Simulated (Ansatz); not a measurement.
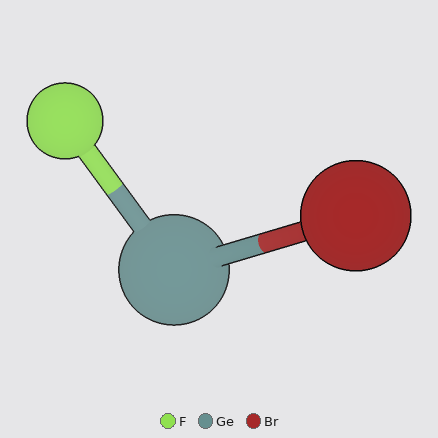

Geometry: moved along internal coordinates away from the minimum. Properties computed with RHF-CCSD(T), frozen core/def2-TZVPP (Ansatz 0.2.0).

**What is the T1 diagnostic?**

0.013.
